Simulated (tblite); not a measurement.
# C2H10FNSi4: the cost of one run

Programs: tblite 0.8.0 and PySCF 2.14.0, with density-fitted response routines of our own. Each step states its level of theory. These are calculated values for one molecule in the gas phase, unless marked as measured. Atoms count from 0, in the outputs and in this text.

### 1 Starting geometry

18 atoms, charge 0, multiplicity 1; geometry from: force field or distance geometry start.

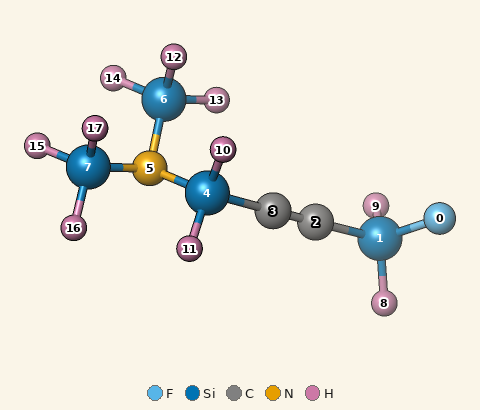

The starting geometry (fluorine blue, silicon blue, carbon grey, nitrogen amber, hydrogen pink), atoms numbered.

### 2 Optimising the geometry with GFN2-xTB

Job settings and geometry (Å):

```
{"job": {"kind": "relax", "xc": "GFN2-xTB", "basis": "xTB"}, "charge": 0, "multiplicity": 1}
F      4.970100     1.251600     0.922300
Si     4.206600     0.890000    -0.456100
C      2.543200     0.170500    -0.026600
C      1.449200    -0.269400     0.221200
Si    -0.251300    -0.957800     0.626800
N     -1.409100    -0.412400    -0.490700
Si    -1.733800     1.227200    -0.239500
Si    -2.818500    -1.298700    -0.293700
H      5.040200    -0.104700    -1.189200
H      4.073100     2.117100    -1.259400
H     -0.646000    -0.614900     2.006800
H     -0.159000    -2.437000     0.542700
H     -2.250000     1.471000     1.145500
H     -0.510500     2.031400    -0.465300
H     -2.746100     1.692900    -1.217300
H     -3.842200    -0.843900    -1.263100
H     -2.555400    -2.728000    -0.583800
H     -3.369000    -1.178400     1.076600
```

Started as:

```sh
$ OMP_NUM_THREADS=1 python probes_run.py task.json out
```

The driver reads the jobs from task.json and runs them one after another.

**Question.** How long does this first job take on 1 thread of Intel Xeon at 2.50GHz, shared host, and how much memory does it need?

About 2.6 s, with a peak of 0.18 GiB.
